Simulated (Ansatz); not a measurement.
# SnSiH4F2 (SMILES [F][SnH]([F])[SiH3]): levels of theory compared

Wanted: a comparison of 6 runs (HF/STO-3G, HF/3-21G, HF/def2-SVP, HF/def2-TZVP, PBE0/3-21G, wB97X/def2-TZVP) of SnSiH4F2. 

The results are computed with Ansatz 0.2.0.

7 further runs of the same task are left out: 2 for a known fault of the program, 1 that didn't finish, 4 set aside as unsound or not needed.

### Step 1. The molecule

SnSiH4F2 has 8 atoms, charge 0, and is taken as a singlet. As SMILES, `[F][SnH]([F])[SiH3]`. The shape is that of a PBE0-D4/def2-TZVP optimisation.

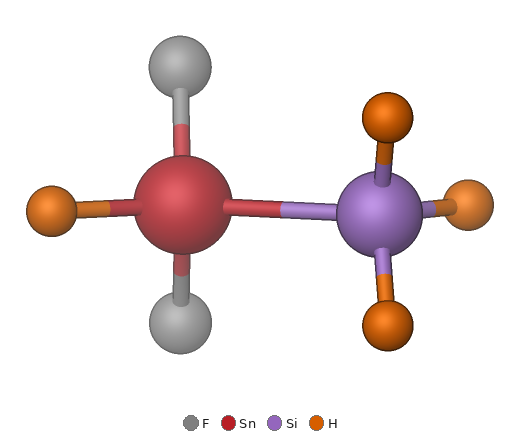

Viewed from a chosen angle; fluorine grey, tin red, silicon purple, hydrogen orange.

### Step 2. Energy and forces at HF/STO-3G (run 1)

run.yaml reads:

```yaml
basis:
  gaussian: {orbitals: STO-3G}
crystal:
  periodic: [false, false, false]
  atoms:
    - symbol: F
      position_ang: [1.543100, -1.599200, 1.156700]
    - symbol: Sn
      position_ang: [1.193800, -0.045200, 0.086200]
    - symbol: F
      position_ang: [1.792300, -0.595200, -1.652200]
    - symbol: Si
      position_ang: [-1.351200, 0.229100, -0.044600]
    - symbol: H
      position_ang: [2.330800, 1.113200, 0.601300]
    - symbol: H
      position_ang: [-1.854900, 0.539400, 1.315400]
    - symbol: H
      position_ang: [-1.914000, -1.045900, -0.545400]
    - symbol: H
      position_ang: [-1.647900, 1.346800, -0.973100]
hamiltonian: {xc: hf}
accuracy: high
output: {forces: true, orbitals: {seedname: orbitals}}
```

Command:

```sh
$ ansatz run run.yaml --threads 1 --pin off --max-ram 2610MiB --events-out events.jsonl --progress --plain --runs-dir runs
```

The log of the run:

```text
Warning: RAYON_NUM_THREADS=1 ignored (pool sized by the plan → 1); use --threads N
Functional definition: HF
  name "HF"
  exchange = exact_x
  correlation = 0
988 factors; integrals over basis functions are off by at most 4.4e-9 eV
mean field evaluation 1: about -175437.1648 eV, gradient 2.3e1 eV
mean field evaluation 2: about -175437.2331 eV, gradient 2.3e1 eV
mean field evaluation 4: about -175440.6959 eV, gradient 1.7e0 eV
mean field evaluation 8: about -175440.7171 eV, gradient 5.0e-4 eV
mean field -175440.71709124 eV, -6447.3274351140 hartree, gradient 1.8e-8 eV, S^2 0.000000; 0 other end points of the search recorded, 0 dependent functions left out
the calculation of the forces begins
reference -175440.71709124 eV, -6447.3274351140 hartree; 43, 43 occupied and 7, 7 virtual orbitals, 988 factors
Total energy: -175440.71709124 eV, -6447.3274351140 hartree
Atom 0 at     1.543100    -1.599200     1.156700 Å, force    -0.108060     0.544047    -0.405032 eV/Å
Atom 1 at     1.193800    -0.045200     0.086200 Å, force     0.765896    -0.317485    -0.045583 eV/Å
Atom 2 at     1.792300    -0.595200    -1.652200 Å, force    -0.197529     0.171742     0.633046 eV/Å
Atom 3 at    -1.351200     0.229100    -0.044600 Å, force     0.152877     0.404961     0.157870 eV/Å
Atom 4 at     2.330800     1.113200     0.601300 Å, force    -1.195404    -0.639594    -0.334781 eV/Å
Atom 5 at    -1.854900     0.539400     1.315400 Å, force     0.228358    -0.347260    -1.591430 eV/Å
Atom 6 at    -1.914000    -1.045900    -0.545400 Å, force     0.365996     1.457603     0.547693 eV/Å
Atom 7 at    -1.647900     1.346800    -0.973100 Å, force    -0.012135    -1.274013     1.038217 eV/Å
Dipole moment:    -0.319850     0.404343     0.116635 e Å
```

Wall time 2.1 s (1 thread of Arm Neoverse V2, shared host); peak memory 0.14 GiB.

### Step 3. Energy and gradient at HF/3-21G (run 2)

input.yaml reads:

```yaml
crystal:
  periodic: [false, false, false]
  atoms:
    - {symbol: F, position_ang: [1.543100, -1.599200, 1.156700]}
    - {symbol: Sn, position_ang: [1.193800, -0.045200, 0.086200]}
    - {symbol: F, position_ang: [1.792300, -0.595200, -1.652200]}
    - {symbol: Si, position_ang: [-1.351200, 0.229100, -0.044600]}
    - {symbol: H, position_ang: [2.330800, 1.113200, 0.601300]}
    - {symbol: H, position_ang: [-1.854900, 0.539400, 1.315400]}
    - {symbol: H, position_ang: [-1.914000, -1.045900, -0.545400]}
    - {symbol: H, position_ang: [-1.647900, 1.346800, -0.973100]}
basis:
  gaussian: {orbitals: 3-21G-spherical.json}
hamiltonian: {xc: hf}
accuracy: high
output: {forces: true, orbitals: {seedname: orbitals}}
```

The basis set 3-21G is read from a file made from the Basis Set Exchange's data (not shown).

Command:

```sh
$ ansatz run input.yaml --threads 1 --pin off --max-ram 2610MiB --events-out events.jsonl --progress --plain --runs-dir runs
```

The log of the run, shortened:

```text
Warning: RAYON_NUM_THREADS=1 ignored (pool sized by the plan → 1); use --threads N
[... 2 set-up lines as earlier in the session ...]
[...]
1480 factors; integrals over basis functions are off by at most 1.2e-8 eV
[...]
mean field -176434.88615807 eV, -6483.8624744480 hartree, gradient 1.3e-8 eV, S^2 0.000000; 0 other end points of the search recorded, 0 dependent functions left out
[...]
reference -176434.88615807 eV, -6483.8624744480 hartree; 43, 43 occupied and 27, 27 virtual orbitals, 1480 factors
Total energy: -176434.88615807 eV, -6483.8624744480 hartree
Atom 0 at     1.543100    -1.599200     1.156700 Å, force    -0.084553     0.626518    -0.560933 eV/Å
Atom 1 at     1.193800    -0.045200     0.086200 Å, force     0.529727    -1.291995    -0.413208 eV/Å
Atom 2 at     1.792300    -0.595200    -1.652200 Å, force    -0.204923     0.136139     0.806746 eV/Å
Atom 3 at    -1.351200     0.229100    -0.044600 Å, force    -0.190067     0.204068     0.056608 eV/Å
Atom 4 at     2.330800     1.113200     0.601300 Å, force     0.079938     0.340367     0.128983 eV/Å
Atom 5 at    -1.854900     0.539400     1.315400 Å, force    -0.047824    -0.005000    -0.036578 eV/Å
Atom 6 at    -1.914000    -1.045900    -0.545400 Å, force    -0.027783     0.012673     0.001881 eV/Å
Atom 7 at    -1.647900     1.346800    -0.973100 Å, force    -0.054515    -0.022770     0.016500 eV/Å
Dipole moment:    -0.464676     0.671208     0.199021 e Å
```

It took 3 s on 1 thread of Arm Neoverse V2, shared host; peak memory 0.2 GiB.

Runs 3 to 5 aren't shown in full; the table further down has their settings and results.

### Step 4. Energy and forces at wB97X/def2-TZVP (core potential) (run 6)

in.yaml reads:

```yaml
crystal:
  periodic: [false, false, false]
  atoms:
    - symbol: F
      position_ang: [1.543100, -1.599200, 1.156700]
    - symbol: Sn
      position_ang: [1.193800, -0.045200, 0.086200]
    - symbol: F
      position_ang: [1.792300, -0.595200, -1.652200]
    - symbol: Si
      position_ang: [-1.351200, 0.229100, -0.044600]
    - symbol: H
      position_ang: [2.330800, 1.113200, 0.601300]
    - symbol: H
      position_ang: [-1.854900, 0.539400, 1.315400]
    - symbol: H
      position_ang: [-1.914000, -1.045900, -0.545400]
    - symbol: H
      position_ang: [-1.647900, 1.346800, -0.973100]
basis:
  gaussian:
    orbitals: def2-TZVP
hamiltonian:
  xc: {name: wB97X}
accuracy: high
output: {forces: true, orbitals: {seedname: orbitals}}
```

Command:

```sh
$ ansatz run in.yaml --threads 1 --pin off --max-ram 2610MiB --events-out events.jsonl --progress --plain --runs-dir runs
```

The log of the run, shortened:

```text
Warning: RAYON_NUM_THREADS=1 ignored (pool sized by the plan → 1); use --threads N
Functional definition: wB97X
  name "wB97X"
[...]
      + exact_x_lr(omega)
[...]
      + integral(e_c_pw_opposite_spin*poly(b97_u_opposite, 1, cos1, cos2, cos3, cos4))
3185 factors; integrals over basis functions are off by at most 1.9e-8 eV
484 factors; integrals over basis functions are off by at most 2.4e-9 eV
[...]
mean field -19212.40182670 eV, -706.0427444975 hartree, gradient 3.8e-8 eV, S^2 0.000000; 0 other end points of the search recorded, 0 dependent functions left out
[...]
reference -19212.40182198 eV, -706.0427443242 hartree; 29, 29 occupied and 144, 144 virtual orbitals, 3185 factors
Total energy: -19212.40182198 eV, -706.0427443242 hartree
Atom 0 at     1.543100    -1.599200     1.156700 Å, force     0.018555    -0.074588     0.052738 eV/Å
Atom 1 at     1.193800    -0.045200     0.086200 Å, force    -0.041293     0.146814     0.049889 eV/Å
Atom 2 at     1.792300    -0.595200    -1.652200 Å, force     0.032188    -0.026489    -0.085669 eV/Å
Atom 3 at    -1.351200     0.229100    -0.044600 Å, force    -0.020230     0.013572     0.003617 eV/Å
Atom 4 at     2.330800     1.113200     0.601300 Å, force    -0.056686    -0.050864    -0.023069 eV/Å
Atom 5 at    -1.854900     0.539400     1.315400 Å, force     0.022891    -0.018819    -0.080268 eV/Å
Atom 6 at    -1.914000    -1.045900    -0.545400 Å, force     0.035139     0.075201     0.029858 eV/Å
Atom 7 at    -1.647900     1.346800    -0.973100 Å, force     0.009437    -0.064827     0.052903 eV/Å
Dipole moment:    -0.563901     0.646071     0.180831 e Å
```

It took 73 s on 1 thread of Arm Neoverse V2, shared host; peak memory 1.2 GiB.

### Step 5. Overview of the runs

```
run                             level  core potential   energy (Eh)  dipole moment (D)  HOMO energy (eV)  LUMO energy (eV)  wall time
  1                         HF/STO-3G            none  -6447.327435               2.54             -8.03              8.87      2.1 s
  2                          HF/3-21G            none  -6483.862474               4.04            -11.33              2.37        3 s
  3      HF/def2-SVP (core potential)        def2-SVP   -703.274687               4.55            -11.54              2.21      4.8 s
  4     HF/def2-TZVP (core potential)       def2-TZVP   -703.651557               4.55            -11.49              1.72       19 s
  5                        PBE0/3-21G            none  -6487.126518               3.32             -8.41             -0.48      8.7 s
  6  wB97X/def2-TZVP (core potential)       def2-TZVP   -706.042744               4.21            -10.95              0.86       73 s
```

### Step 6. What came out

| quantity | value |
| --- | --- |
| run 6: total energy | -706.04274 Eh |
| run 6: dipole moment | 4.21 D |
| run 6: HOMO energy | -10.95 eV |
| run 6: LUMO energy | 0.86 eV |
| run 6: HOMO–LUMO gap | 11.81 eV |
| run 6: largest force on an atom | 0.160 eV/Å |

**Reading.** The dipole moment (its size) runs from 2.54 D (HF/STO-3G) to 4.55 D (HF/def2-SVP). The two ends differ in basis and core potential. The HOMO–LUMO gap runs from 7.93 eV (PBE0/3-21G) to 16.90 eV (HF/STO-3G). The two ends differ in method and basis. Totals of different functionals can't be ranked against each other. Some runs of one species differ in core potentials or relativity; totals across that change don't compare. In run 1 the basis is minimal, so the values are rough. In runs 1, 2, 5 relativity is left out where basis or elements ask for it. All runs together took 1.8 min, the longest 73 s.
